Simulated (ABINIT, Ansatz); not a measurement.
# Quasiparticle gap of SiC (P6_3mc) in ABINIT, part 3 of 3

Aim: the G0W0 gap of SiC (P6_3mc) on PBE, step by step.

ABINIT 10.8.3; PBE and many-body steps on it, plane waves. Known limits of the many-body steps: not at the basis limit; coarse k mesh.

So far. Step 4 (Empty states on the mesh, 3×3×2 mesh, 358 bands): On this mesh the gap is 3.011 eV. The earlier step found 2.228 eV, so this mesh misses an edge. Step 5 (Screening, 3×3×2 mesh, 326 bands, screening to 217.7 eV): Local fields lower ε∞ by 9 %. On a Γ-centred mesh this coarse the value itself is usually too large, while a short band sum pulls it down.

### 6. Self-energy, 3×3×2 mesh, 326 bands, screening to 217.7 eV

The self-energy is evaluated for the states that the input lists, and the levels follow from it, in one-shot runs by the linearised quasiparticle equation.

This step: G0W0 on PBE, plane waves, norm-conserving pseudopotentials.

The input, run.abi:

```
acell 3*1.0 Angstrom
rprim 
  3.075694149693 -0.000000000023 0.000000000000
  -1.537847074826 2.663629267917 0.000000000000
  0.000000000000 0.000000000000 10.070646480000
ntypat 2
znucl 14 6
natom 8
typat 1 1 1 1 2 2 2 2
xred 
  0.666666666667 0.333333333333 0.937841980000
  0.333333333333 0.666666666667 0.437841980000
  0.000000000000 0.000000000000 0.687894380000
  0.000000000000 0.000000000000 0.187894380000
  0.666666666667 0.333333333333 0.749802590000
  0.333333333333 0.666666666667 0.249802590000
  0.000000000000 0.000000000000 0.500460050000
  0.000000000000 0.000000000000 0.000460050000
pp_dirpath "pseudos"
pseudos "Si.upf, C.upf"
ecut 37
ngkpt 3 3 2
nshiftk 1
shiftk 0 0 0
kptopt 1
chksymbreak 0
istwfk *1
occopt 1
irdwfk 1
optdriver 4
nband 326
gwcalctyp 0
ecutsigx 37
symsigma 1
nkptgw 2
kptgw 
  0.0000000000 0.0000000000 0.0000000000
  0.3333333333 0.0000000000 0.0000000000
bdgw 
  15 18
  15 18
ecuteps 8
irdscr 1
ppmodel 1
indata_prefix "in"
outdata_prefix "out"
tmpdata_prefix "tmp"
```

The run is started by

```bash
> OMP_NUM_THREADS=1 mpirun -n 4 abinit run.abi > log
```

Numbers of over 12 decimals in the logs are rounded to 6 here.

The log of the run:

```text
.Version 10.8.3 of ABINIT. v10.8.2 released Aug 2026.

 Symmetries : space group P6_3 m c (#186); Bravais hP (primitive hexag.)
[... echo of the input left out ...]
== DATASET  1 ==================================================================
-   mpi_nproc: 4, omp_nthreads: 1 (-1 if OMP is not activated)

--- !DatasetInfo
iteration_state: {dtset: 1, }
dimensions: {natom: 8, nkpt: 6, mband: 326, nsppol: 1, nspinor: 1, nspden: 1, mpw: 6030, }
cutoff_energies: {ecut:  37.0, pawecutdg:  -1.0, }
electrons: {nelect:   3.20000000E+01, charge:   0.00000000E+00, occopt:   1.00000000E+00, tsmear:   1.00000000E-02, }

 SIGMA: Calculation of the GW corrections

 Based on a program developped by R.W. Godby, V. Olevano, G. Onida, and L. Reining.
 Incorporated in ABINIT by V. Olevano, G.-M. Rignanese, and M. Torrent.
.Using double precision arithmetic ; gwpc =  8

[... cell and pseudopotentials left out ...]
--------------------------------------------------------------------------------

 ==== K-mesh for the wavefunctions ====
 Number of points in the irreducible wedge :     6
[... list of points left out ...]
 Together with 12 symmetry operations and time-reversal symmetry
 yields    18 points in the full Brillouin Zone.

 ==== Q-mesh for screening function ====
 Number of points in the irreducible wedge :     6
[... list of points left out ...]
 Together with 12 symmetry operations and time-reversal symmetry
 yields    18 points in the full Brillouin Zone.

 vcoul_init : cutoff-mode = AUXILIARY_FUNCTION
 q-points for optical limit:   1
     1)      0.000010    0.000020    0.000030
 setmesh: FFT mesh size selected  =    27x   27x  108
          total number of points  =        78732

 Number of electrons calculated from density =   32.0000; Expected =   32.0000
 average of density, n =  0.057475
 r_s =    1.6075
 omega_plasma =   23.1257 [eV]

 === KS Band Gaps ===
  >>>> For spin  1
   Minimum direct gap =   3.8565 [eV], located at k-point      :   0.3333  0.0000  0.0000
   Fundamental gap    =   3.0114 [eV], Top of valence bands at :   0.0000  0.0000  0.0000
                                       Bottom of conduction at :   0.3333  0.0000  0.0000
 SIGMA fundamental parameters:
 PLASMON POLE MODEL  1
 number of plane-waves for SigmaX                 5975
 number of plane-waves for SigmaC and W            613
 number of plane-waves for wavefunctions          5975
 number of bands                                   326
 number of independent spin polarizations            1
 number of spinorial components                      1
 number of k-points in IBZ                           6
 number of q-points in IBZ                           6
 number of symmetry operations                      12
 number of k-points in BZ                           18
 number of q-points in BZ                           18
 number of frequencies for dSigma/dE                 9
 frequency step for dSigma/dE [eV]                0.25
 number of omega for Sigma on real axis              0
 max omega for Sigma on real axis  [eV]           0.00
 zcut for avoiding poles [eV]                     0.10

 EPSILON^-1 parameters (SCR file):
 dimension of the eps^-1 matrix on file            613
 dimension of the eps^-1 matrix used               613
 number of plane-waves for wavefunctions          5975
 number of bands                                   326
 number of q-points in IBZ                           6
 number of frequencies                               2
 number of real frequencies                          1
 number of imag frequencies                          1

 matrix elements of self-energy operator (all in [eV])

 Perturbative Calculation

--- !SelfEnergy_ee
iteration_state: {dtset: 1, }
kpoint     : [   0.000,    0.000,    0.000, ]
spin       : 1
KS_gap     :    5.111
QP_gap     :    5.989
Delta_QP_KS:    0.878
data: !SigmaeeData |
     Band     E0 <VxcDFT>   SigX SigC(E0)      Z dSigC/dE  Sig(E)    E-E0       E
       15   6.937 -15.028 -17.086   1.879   0.802  -0.247 -15.172  -0.143   6.794
       16   6.937 -15.028 -17.086   1.879   0.802  -0.247 -15.172  -0.143   6.794
       17  12.049 -12.102  -6.533  -4.668   0.814  -0.229 -11.368   0.734  12.783
       18  12.628 -12.011  -6.347  -4.771   0.813  -0.231 -11.286   0.725  13.353

--- !SelfEnergy_ee
iteration_state: {dtset: 1, }
kpoint     : [   0.333,    0.000,    0.000, ]
spin       : 1
KS_gap     :    3.856
QP_gap     :    4.697
Delta_QP_KS:    0.841
data: !SigmaeeData |
     Band     E0 <VxcDFT>   SigX SigC(E0)      Z dSigC/dE  Sig(E)    E-E0       E
       15   5.565 -14.060 -16.006   1.679   0.805  -0.243 -14.274  -0.215   5.351
       16   6.092 -14.663 -16.967   1.998   0.801  -0.249 -14.908  -0.246   5.847
       17   9.949 -10.768  -5.967  -4.082   0.828  -0.208 -10.173   0.595  10.544
       18  10.185 -10.837  -6.112  -4.005   0.828  -0.208 -10.242   0.595  10.780

== END DATASET(S) ==============================================================
================================================================================

 -outvars: echo values of variables after computation  --------
           etotal      0.0000000000E+00
            nband         326
             nkpt           6
          spgroup         186
 [... the other variables as echoed above ...]

 Calculation completed.
```

The job ended after 1.8 min (4 MPI ranks of Arm Neoverse V1, shared host; peak memory 2.5 GiB; 7.1 min of CPU time).

Numbers from this step:

| Quantity | Value |
| --- | --- |
| G0W0 gap on the points computed | 3.750 eV |
| starting gap on the mesh | 3.011 eV |
| k of the valence top | 0, 0, 0 |
| k of the conduction bottom | 0.3333, 0, 0 |
| Z at the valence top | 0.802 |
| Z at the conduction bottom | 0.828 |
| least direct G0W0 gap on the computed points | 4.697 eV |

The gap on the mesh goes from 3.01 eV to 3.75 eV, a correction of +0.74 eV. The start differs from the 2.23 eV found before because the two sample other k points.

Limits: finite bands, cutoff and mesh; coarse k mesh. v1 is the top filled band, c1 the lowest empty one. Levels before and after the correction, in eV, zero at the valence-band top of each column:

|  | conduction bottom | valence top |
| --- | --- | --- |
| Kohn-Sham | 3.01 | 0.00 |
| G0W0 | 3.75 | 0.00 |

|  | level | energy (eV) |
| --- | --- | --- |
| Kohn-Sham | Γ v2-v1 | 0.000 |
| Kohn-Sham | Γ c1 | 5.111 |
| Kohn-Sham | Γ c2 | 5.690 |
| Kohn-Sham | (0.333 0 0) v2 | -1.372 |
| Kohn-Sham | (0.333 0 0) v1 | -0.845 |
| Kohn-Sham | (0.333 0 0) c1 | 3.011 |
| Kohn-Sham | (0.333 0 0) c2 | 3.247 |
| G0W0 | Γ v2-v1 | 0.000 |
| G0W0 | Γ c1 | 5.989 |
| G0W0 | Γ c2 | 6.559 |
| G0W0 | (0.333 0 0) v2 | -1.443 |
| G0W0 | (0.333 0 0) v1 | -0.947 |
| G0W0 | (0.333 0 0) c1 | 3.750 |
| G0W0 | (0.333 0 0) c2 | 3.986 |

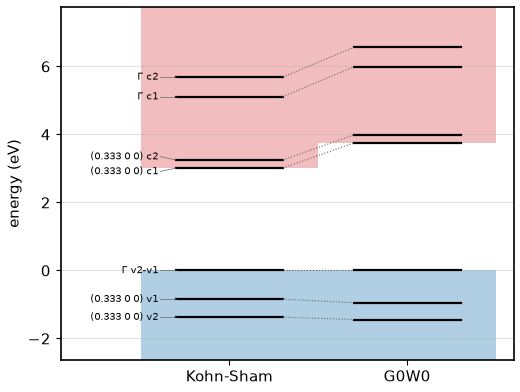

Levels before and after the correction. Shaded: valence and conduction bands.

### 7. Where the time went

Times are wall times on 4 MPI ranks of Arm Neoverse V1, shared host, good to a factor of about two.

| step | time | share | memory (GiB) |
| --- | --- | --- | --- |
| ground state | 20 s | 3 % | 0.36 |
| bands along the symmetry lines | 31 s | 5 % | 0.35 |
| empty states on the mesh | 4.6 min | 47 % | 0.5 |
| screening | 2.5 min | 26 % | 2.3 |
| self-energy | 1.8 min | 18 % | 2.5 |

### 8. Summary of results

```yaml
pbe_gap: 2.23 eV, indirect
g0w0_gap_on_the_mesh: 3.75 eV
g0w0_gap_over_the_zone_rigid_shift: 2.97 eV
gw_settings: 3×3×2 mesh, 326 bands, screening to 217.7 eV, Godby-Needs plasmon pole
known_limits: not at the basis limit; coarse k mesh
```

In words: G0W0 moves the gap on the mesh from 3.01 eV to 3.75 eV (+0.74 eV), with Z of 0.80 and 0.83 at the edges. The mesh misses the band edges by 0.78 eV in all; a rigid shift gives 2.97 eV for the zone. Local fields lower the RPA ε∞ on this mesh from 10.38 to 9.48; a Γ-centred mesh this coarse tends to raise both, most where the direct gap is narrow, while a short band sum lowers them. Only 2 of the mesh's irreducible points were corrected, so a valley elsewhere could overtake. The dearest step here is «empty states on the mesh». Against experiment, by G0W0@PBE: the gap of 2.97 eV lies −0.23 eV from the measured 3.2 eV (kind not stated, quoted 2020); the gap of 2.97 eV lies −0.29 eV from the measured 3.26 eV (kind not stated, quoted 2020); the gap of 2.97 eV lies −0.32 eV from the measured 3.285 eV (kind not stated, quoted 2018). The calculation has static nuclei and no excitons; a measured gap holds zero-point and thermal motion, which mostly lowers it. Bands and cutoff are finite, so the gap is not at the basis limit. The miss can reach some tenths of an eV and take either sign; the mesh is an error of its own. In the G0W0 run levels were corrected at 2 k points alone, so a gap called «on the mesh» is the least over those, and an edge elsewhere would be missed. A denser mesh or path gives a starting gap of 2.23 eV: the GW mesh misses a band edge, so its gaps are not the fundamental one. The 3×3×2 mesh is coarse for this cell, which bears on the long-range parts of exchange and screening.

[Paths, hosts, dates, memory and timing lines, banners, echoed tables and standing remarks are left out of the program output.]

[Logs are printed without paths, hosts, clocks, repeated set-up lines and the standing remarks that a program may print on its own settings, such as how far it seeks lower states.]

[Runs of the session that timed out or met a known fault of the program may be left out.]

[Hosts, paths, dates, database ids (printed as entryN), source tags and the programs' standing remarks are cut or masked in the printed files.]

[G0W0 gaps are taken among the corrected bands and points alone; a level outside them can change the order at an edge.]

[Where Ansatz stands beside ABINIT at settings called matched, ABINIT's density can come from a denser mesh and the files from another edition; pairs whose starting gaps differed by over 0.03 eV were left out, so agreement reads better than it is.]
